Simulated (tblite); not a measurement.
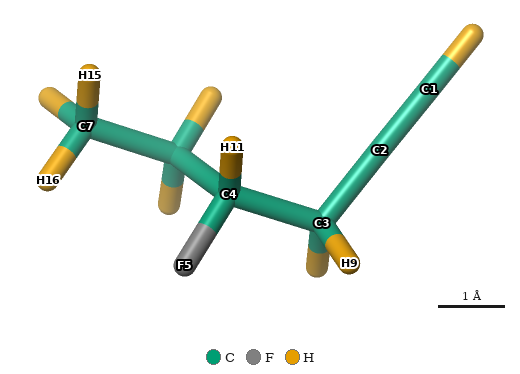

**Figure 1.** The starting structure (stick view, seen at a tilt; atoms are numbered from 1 in the order of the input).

C6H9F: geometry relaxation

The run: geometry relaxation of C6H9F, SMILES C#CC[C@H](F)CC. Method and program: GFN2-xTB geometry optimisation, gas phase (tblite 0.8.0).

## Output
```
step      E/eV     max force
  0    -601.37728    1.720
  1    -601.35669    4.071
  2    -601.42019    0.493
  3    -601.42515    0.231
  4    -601.43025    0.164
  5    -601.43393    0.192
  6    -601.43567    0.106
  7    -601.43646    0.060
  8    -601.43696    0.068
  9    -601.43747    0.069
 10    -601.43786    0.047
 11    -601.43816    0.036
 12    -601.43841    0.035
 13    -601.43863    0.049
 14    -601.43879    0.034
 15    -601.43890    0.024
 16    -601.43902    0.027
 17    -601.43919    0.047
 18    -601.43940    0.055
 19    -601.43960    0.040
 20    -601.43977    0.037
 21    -601.43993    0.040
 22    -601.44012    0.044
 23    -601.44036    0.043
 24    -601.44061    0.050
 25    -601.44088    0.055
 26    -601.44118    0.048
 27    -601.44150    0.055
 28    -601.44181    0.051
 29    -601.44204    0.049
 30    -601.44220    0.041
 31    -601.44235    0.039
 32    -601.44252    0.042
 33    -601.44268    0.033
 34    -601.44280    0.026
 35    -601.44289    0.021
 36    -601.44296    0.018
 37    -601.44303    0.021
 38    -601.44311    0.025
 39    -601.44319    0.025
 40    -601.44327    0.028
 41    -601.44335    0.025
 42    -601.44344    0.024
 43    -601.44354    0.027
 44    -601.44365    0.029
 45    -601.44378    0.028
 46    -601.44393    0.031
 47    -601.44406    0.032
 48    -601.44418    0.034
 49    -601.44427    0.024
 50    -601.44433    0.017
 51    -601.44437    0.017
 52    -601.44441    0.019
 53    -601.44446    0.017
 54    -601.44451    0.020
 55    -601.44456    0.017
 56    -601.44458    0.012
 57    -601.44459    0.012
 58    -601.44461    0.010
 59    -601.44462    0.013
 60    -601.44464    0.009
```

## Trajectory as extended XYZ (Å, eV, eV/Å), 7 of the 61 frames kept, from step=0 to step=60
```
16
Properties=species:S:1:pos:R:3:forces:R:3 step=0 energy=-601.37728
C     3.1354   -0.3446    0.4223   -1.1510  -0.1990  -0.7510
C     2.1462   -0.5473   -0.2544    1.3800   0.2900   0.9850
C     0.9694   -0.8148   -1.0646    0.1630   0.0560  -0.2340
C    -0.3413   -0.6645   -0.2875    0.4890   0.1250   0.7180
F    -1.3528   -1.1570   -1.0545   -0.4680  -0.3320  -0.4630
C    -0.6787    0.7763    0.0749    0.2600   0.3880   0.2380
C    -1.9708    0.8755    0.8629   -0.3760  -0.0470   0.4550
H     4.0016   -0.1517    1.0172   -0.5920  -0.1390  -0.4170
H     1.0210   -1.8306   -1.4753    0.0410  -0.0140   0.1800
H     0.9397   -0.1424   -1.9312    0.0960   0.0860   0.1200
H    -0.3127   -1.2926    0.6236   -0.0130   0.1090  -0.1400
H    -0.7864    1.3629   -0.8388    0.0800  -0.0370  -0.0970
H     0.1288    1.2261    0.6767   -0.0840  -0.3080  -0.2890
H    -2.1867    1.9162    1.1065    0.0210  -0.0690  -0.0540
H    -1.9045    0.3220    1.8072    0.0470   0.0860  -0.2140
H    -2.8160    0.4755    0.3035    0.1080   0.0040  -0.0370
16
Properties=species:S:1:pos:R:3:forces:R:3 step=10 energy=-601.43786
C     3.1089   -0.3406    0.4143   -0.0310   0.0070  -0.0030
C     2.1352   -0.5417   -0.2518    0.0110   0.0180   0.0360
C     0.9683   -0.8050   -1.0664    0.0430   0.0020   0.0190
C    -0.3375   -0.6600   -0.2769    0.0000   0.0080  -0.0280
F    -1.3528   -1.1763   -1.0688   -0.0100  -0.0020   0.0320
C    -0.6756    0.7835    0.0805   -0.0300   0.0030  -0.0010
C    -1.9741    0.8799    0.8752   -0.0080   0.0020   0.0080
H     3.9657   -0.1611    0.9926   -0.0200   0.0020  -0.0030
H     1.0271   -1.8302   -1.4457   -0.0050   0.0220  -0.0240
H     0.9588   -0.1194   -1.9195   -0.0260  -0.0240   0.0100
H    -0.3111   -1.2864    0.6252   -0.0160  -0.0090  -0.0180
H    -0.7745    1.3567   -0.8439    0.0140   0.0080  -0.0060
H     0.1533    1.1974    0.6574    0.0210  -0.0270  -0.0150
H    -2.1989    1.9167    1.1116    0.0170   0.0120  -0.0080
H    -1.8995    0.3231    1.8064    0.0270  -0.0080   0.0160
H    -2.8009    0.4722    0.2985    0.0130  -0.0130  -0.0140
16
Properties=species:S:1:pos:R:3:forces:R:3 step=20 energy=-601.43977
C     3.0922   -0.3292    0.4252    0.0010   0.0010   0.0030
C     2.1232   -0.5351   -0.2455   -0.0080   0.0100  -0.0020
C     0.9630   -0.8043   -1.0675    0.0050  -0.0110  -0.0090
C    -0.3454   -0.6667   -0.2814    0.0210   0.0030  -0.0130
F    -1.3653   -1.1805   -1.0675    0.0150   0.0020  -0.0050
C    -0.6707    0.7796    0.0756    0.0100  -0.0080   0.0020
C    -1.9630    0.8802    0.8761   -0.0020   0.0000   0.0140
H     3.9491   -0.1510    1.0032   -0.0160   0.0110   0.0130
H     1.0353   -1.8245   -1.4556   -0.0210  -0.0110  -0.0070
H     0.9472   -0.1153   -1.9174    0.0000  -0.0090   0.0080
H    -0.3217   -1.2931    0.6218    0.0020   0.0120  -0.0350
H    -0.7667    1.3598   -0.8451    0.0090  -0.0270  -0.0060
H     0.1684    1.1791    0.6482   -0.0030   0.0020  -0.0010
H    -2.1867    1.9185    1.1052   -0.0060   0.0090   0.0090
H    -1.8772    0.3274    1.8087   -0.0030   0.0090   0.0240
H    -2.7893    0.4642    0.3045   -0.0030   0.0050   0.0040
16
Properties=species:S:1:pos:R:3:forces:R:3 step=30 energy=-601.44220
C     3.0544   -0.3073    0.4465    0.0050   0.0080   0.0120
C     2.1085   -0.5333   -0.2501   -0.0080   0.0020  -0.0100
C     0.9589   -0.8117   -1.0828   -0.0110  -0.0140  -0.0120
C    -0.3490   -0.6801   -0.2954    0.0100   0.0110  -0.0060
F    -1.3706   -1.1745   -1.0913   -0.0010  -0.0050   0.0120
C    -0.6590    0.7666    0.0730    0.0110  -0.0030   0.0020
C    -1.9401    0.8842    0.8897    0.0010  -0.0030   0.0040
H     3.8894   -0.1079    1.0485    0.0060  -0.0010   0.0050
H     1.0330   -1.8284   -1.4780    0.0100  -0.0250   0.0090
H     0.9380   -0.1185   -1.9291    0.0160  -0.0020   0.0050
H    -0.3296   -1.3187    0.5991   -0.0070   0.0180  -0.0360
H    -0.7539    1.3414   -0.8517   -0.0280   0.0120   0.0270
H     0.1898    1.1595    0.6363   -0.0020  -0.0060  -0.0100
H    -2.1610    1.9271    1.1012    0.0010   0.0040  -0.0050
H    -1.8421    0.3535    1.8345    0.0040  -0.0030  -0.0040
H    -2.7742    0.4570    0.3382   -0.0080   0.0050   0.0070
16
Properties=species:S:1:pos:R:3:forces:R:3 step=40 energy=-601.44327
C     3.0345   -0.2943    0.4588    0.0080  -0.0010   0.0050
C     2.1011   -0.5326   -0.2505   -0.0020   0.0010   0.0000
C     0.9598   -0.8196   -1.0918   -0.0100   0.0020  -0.0010
C    -0.3516   -0.6822   -0.3107   -0.0050   0.0150   0.0090
F    -1.3754   -1.1701   -1.1073    0.0090   0.0020  -0.0010
C    -0.6566    0.7631    0.0691   -0.0030   0.0070   0.0080
C    -1.9289    0.8836    0.9003   -0.0010   0.0050  -0.0070
H     3.8619   -0.0889    1.0690    0.0090   0.0030   0.0060
H     1.0387   -1.8398   -1.4777    0.0000  -0.0090   0.0080
H     0.9481   -0.1316   -1.9419   -0.0030   0.0000  -0.0100
H    -0.3342   -1.3234    0.5811   -0.0170   0.0000  -0.0120
H    -0.7648    1.3484   -0.8474    0.0030  -0.0150   0.0060
H     0.1991    1.1496    0.6260    0.0010   0.0020  -0.0110
H    -2.1457    1.9296    1.1024   -0.0010  -0.0050   0.0140
H    -1.8238    0.3617    1.8496    0.0120  -0.0010  -0.0250
H    -2.7699    0.4554    0.3599    0.0000  -0.0070   0.0100
16
Properties=species:S:1:pos:R:3:forces:R:3 step=50 energy=-601.44433
C     3.0197   -0.2835    0.4729   -0.0020   0.0040  -0.0040
C     2.0940   -0.5241   -0.2457    0.0000  -0.0100   0.0130
C     0.9605   -0.8271   -1.0927    0.0010  -0.0020   0.0020
C    -0.3589   -0.6778   -0.3278   -0.0090   0.0080   0.0020
F    -1.3771   -1.1519   -1.1399    0.0040   0.0060  -0.0060
C    -0.6565    0.7673    0.0577   -0.0110   0.0030   0.0100
C    -1.9148    0.8812    0.9113    0.0010  -0.0010  -0.0020
H     3.8405   -0.0707    1.0899    0.0040   0.0030  -0.0010
H     1.0444   -1.8554   -1.4554    0.0010  -0.0080  -0.0050
H     0.9560   -0.1580   -1.9577   -0.0030   0.0090   0.0020
H    -0.3616   -1.3247    0.5597    0.0000  -0.0010   0.0040
H    -0.7758    1.3537   -0.8565   -0.0080  -0.0100   0.0080
H     0.2064    1.1521    0.6044    0.0040   0.0050  -0.0130
H    -2.1345    1.9243    1.1257    0.0140  -0.0090   0.0030
H    -1.7843    0.3534    1.8539   -0.0050   0.0050  -0.0060
H    -2.7658    0.4503    0.3889    0.0120  -0.0030  -0.0060
16
Properties=species:S:1:pos:R:3:forces:R:3 step=60 energy=-601.44464
C     3.0157   -0.2778    0.4771   -0.0030  -0.0020  -0.0010
C     2.0908   -0.5270   -0.2397    0.0060   0.0000   0.0040
C     0.9605   -0.8310   -1.0905    0.0060   0.0000   0.0000
C    -0.3619   -0.6770   -0.3324   -0.0050  -0.0020  -0.0030
F    -1.3772   -1.1429   -1.1529   -0.0030  -0.0010  -0.0020
C    -0.6560    0.7682    0.0543   -0.0090  -0.0010   0.0020
C    -1.9082    0.8797    0.9160   -0.0040   0.0010   0.0000
H     3.8352   -0.0620    1.0949    0.0010   0.0020  -0.0010
H     1.0444   -1.8602   -1.4514    0.0000  -0.0030  -0.0020
H     0.9598   -0.1631   -1.9566    0.0020   0.0060   0.0010
H    -0.3738   -1.3266    0.5530    0.0020  -0.0010   0.0040
H    -0.7869    1.3515   -0.8601    0.0030  -0.0020   0.0010
H     0.2114    1.1568    0.5908   -0.0010  -0.0010  -0.0040
H    -2.1262    1.9219    1.1346    0.0020  -0.0010   0.0020
H    -1.7750    0.3490    1.8564    0.0060   0.0020  -0.0010
H    -2.7602    0.4493    0.3949   -0.0040   0.0040   0.0000
```

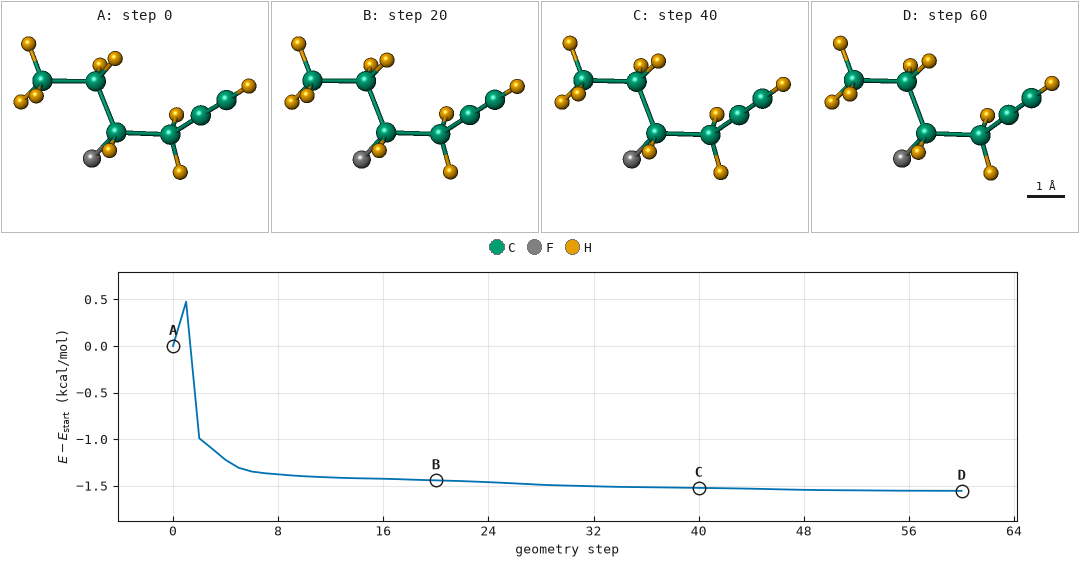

**Figure 2.** Frames of the relaxation (ball-and-stick view, seen at a tilt) above the curves, on which the letters mark them (steps are counted from 0).

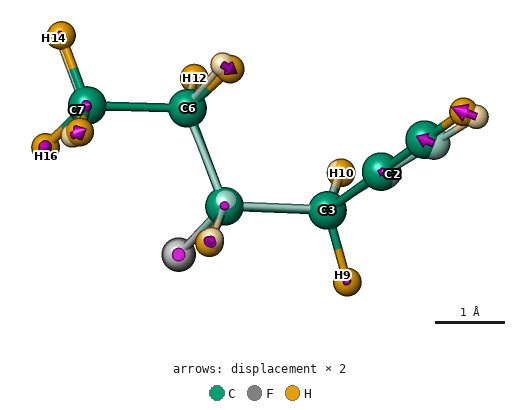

**Figure 3.** Start (faint) and end (solid) with the displacements as pink arrows, magnified 2 times (ball-and-stick view, seen at a tilt). The two geometries are laid on each other by the best rigid fit. The largest move after the best rigid fit is that of H8, 0.20 Å. By element the largest moves are H 0.20 Å, C 0.15 Å, F 0.10 Å. Distances before and after: C4–F5 1.362 → 1.386 Å, C1–H8 1.068 → 1.049 Å, C1–C2 1.216 → 1.196 Å, C4–H11 1.107 → 1.098 Å. Among the angles that change: C4–C6–H13 110.7° → 108.0°, H9–C3–H10 105.8° → 108.3°. Over 60 geometry steps the energy falls by 1.55 kcal/mol. The largest force component goes from 1.4 to 0.009 eV/Å. (Atoms are counted from 1 in the order of the input.)

This output came from the following input.

## The input
```
{"job": {"kind": "relax", "xc": "GFN2-xTB", "basis": "xTB"}, "charge": 0, "multiplicity": 1}
C      3.135400    -0.344600     0.422300
C      2.146200    -0.547300    -0.254400
C      0.969400    -0.814800    -1.064600
C     -0.341300    -0.664500    -0.287500
F     -1.352800    -1.157000    -1.054500
C     -0.678700     0.776300     0.074900
C     -1.970800     0.875500     0.862900
H      4.001600    -0.151700     1.017200
H      1.021000    -1.830600    -1.475300
H      0.939700    -0.142400    -1.931200
H     -0.312700    -1.292600     0.623600
H     -0.786400     1.362900    -0.838800
H      0.128800     1.226100     0.676700
H     -2.186700     1.916200     1.106500
H     -1.904500     0.322000     1.807200
H     -2.816000     0.475500     0.303500
```

The first line tells a small driver script what to run in tblite; the rest is the geometry in Å.

Command:
```bash
OMP_NUM_THREADS=1 python <driver script> task.json out
```

## Key numbers

| quantity | value |
| --- | --- |
| outcome | converged |
| total energy | −601.4446 eV |
| hardware | 1 CPU thread, shared host |
| peak memory | 0.18 GiB |
